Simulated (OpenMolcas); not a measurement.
```
&GATEWAY
Basis set
V.ANO-RCC-VTZP.
V1 0.0 0.0 0.0 Angstrom
End of basis
Basis set
Br.ANO-RCC-VDZP.
L1 2.765000 0.000000 0.000000 Angstrom
L2 0.000000 2.765000 0.000000 Angstrom
L3 0.000000 0.000000 2.765000 Angstrom
End of basis
Basis set
Na.EMB-AIMP.Al-Abdalla.7s4p.1s1p.ECP.Cs2NaYBr6.
PseudoCharge
* 3 symmetry-unique lattice sites within 7.6 angstrom
End of basis
Basis set
Cs.EMB-AIMP.Al-Abdalla.0s.0s.ECP.Cs2NaYBr6.
PseudoCharge
* 4 symmetry-unique lattice sites within 7.6 angstrom
End of basis
Basis set
Br.EMB-AIMP.Al-Abdalla.0s.0s.ECP.Cs2NaYBr6.
PseudoCharge
* 12 symmetry-unique lattice sites within 7.6 angstrom
End of basis
Symmetry
XYZ
AngMom=0.0 0.0 0.0
AMFI
RICD
XField
1570 Angstrom 0
* Evjen-weighted lattice charges
&SEWARD
&RASSCF
FileOrb=start.orb
Symmetry=1
Spin=2
nActEl=1 0 0
Inactive=57 60
Ras2=5 0
CIRoot=5 5 1
SDav=5
CIMx=300
Iter=150 100
PrWF=0.3
OrbListing=Nothing
MaxOrb=0
LevShft=1.0
>>> COPY $Project.JobIph JOB001
&RASSI
NrOfJobIphs=1 5
1 2 3 4 5
IphNames
JOB001
EJob
SpinOrbit
DIPRint=1.0
SOCoupling=1000.0
Subsets=2
Property=9
'ANGMOM' 1 'ANGMOM' 2 'ANGMOM' 3 'MLTPL  1' 1 'MLTPL  1' 2 'MLTPL  1' 3
'AMFI' 1 'AMFI' 2 'AMFI' 3
SOProperty=3
'ANGMOM' 1 'ANGMOM' 2 'ANGMOM' 3
```

Launched with:
```bash
OMP_NUM_THREADS=1 MOLCAS_MEM=2457 MOLCAS_PROJECT=a pymolcas a.inp > a.log  # once for each step of the input, in one work folder
```

The calculation used state-averaged CASSCF, active space 1 electron in the shell 3d, basis ANO-RCC-VTZP on the metal and ANO-RCC-VDZP on the ligands, DKH2 scalar Hamiltonian, spin-orbit coupling by RASSI with atomic mean-field integrals (OpenMolcas). Powder susceptibility by Van Vleck's formula.

V⁴⁺ (3d) as a dopant in Cs₂NaYBr₆, a cluster with its 6 nearest Br⁻ at 2.765 Å (octahedron) embedded in model potentials and point charges; the geometry was set, not optimised. The cluster and the levels that result:

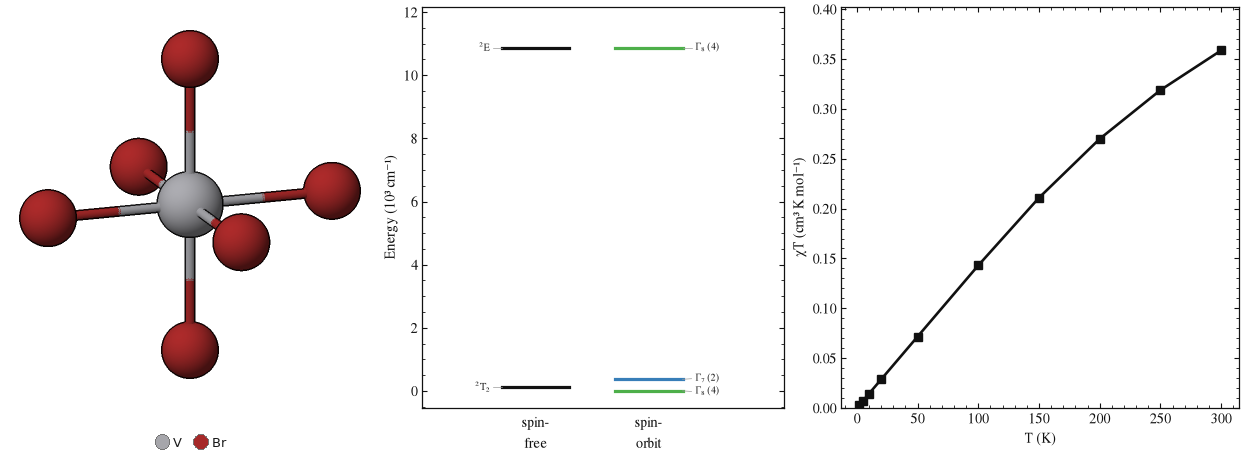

Labels give the representation in O, Td, D4 or D3 as the site allows (double group for half-integer spin) where it could be assigned and, in brackets, the degeneracy; spin-free states, where drawn, share the zero of the spin-orbit levels.

The ground level is Γ₈, 4-fold degenerate, 100 % from states of spin multiplicity 2. The next level lies at 366 cm⁻¹ (Γ₇). The lowest spin-free state is ²T₂; of the same spin there follows at 10,700 cm⁻¹ (²E) above it. A ligand-field fit to the spin-free states gives |10Dq| = 10,700 cm⁻¹. χT is close to 0 cm³ K mol⁻¹ at 2 K and 0.359 at 300 K, an effective moment of 1.69 μB. The active orbitals hold 72 to 97 % metal character (Löwdin), and the Mulliken charge of the metal is +0.64.

Caveat: covalent bonds, ligand orbitals missing from the active space; the geometry is set by hand, with no relaxation and no charge compensation.
